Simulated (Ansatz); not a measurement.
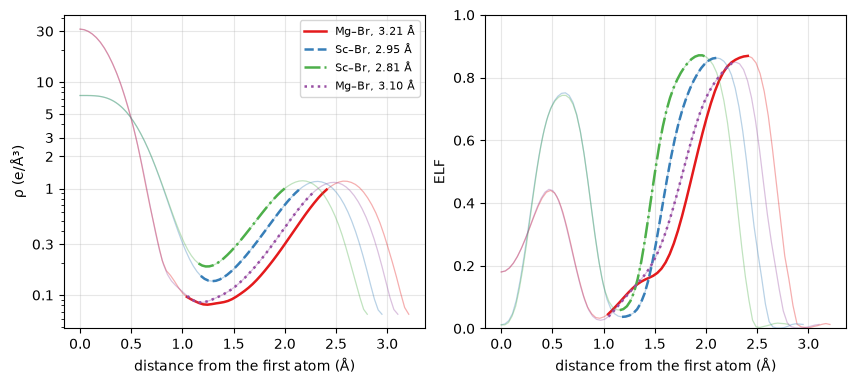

*MgSc₂Br. Valence pseudo-density and electron localisation function along straight lines between neighbouring atoms. Thin, pale parts lie inside the atomic spheres.*

Space group Cmcm; a structure generated by program, which may or may not match a known phase.

All numbers below come from DFT PBE, scalar-relativistic, plane waves, PAW (Ansatz).

The density is the valence pseudo-density of a PAW calculation; it isn't the true density close to the nuclei.

What can be read from the curves?

Answer. Mg–Br (3.21 Å): ρ is about 0.11 e/Å³ halfway, with its minimum of 0.08 e/Å³ about 1.2 Å from Mg; the ELF is about 0.20 at the midpoint; no localised pair shows between them.
Sc–Br (2.95 Å): ρ is about 0.17 e/Å³ halfway, with its minimum of 0.13 e/Å³ about 1.3 Å from Sc; the ELF is about 0.20 at the midpoint: no localised pair shows between them.
Sc–Br (2.81 Å): ρ is about 0.22 e/Å³ halfway, with its minimum of 0.19 e/Å³ about 1.2 Å from Sc; the ELF is about 0.30 at the midpoint; no shared electron pair shows on this line.
Mg–Br (3.10 Å): the density is about 0.13 e/Å³ at the midpoint, with its minimum of 0.09 e/Å³ about 1.2 Å from Mg; the ELF is about 0.25 at the midpoint (no localised pair shows between them).
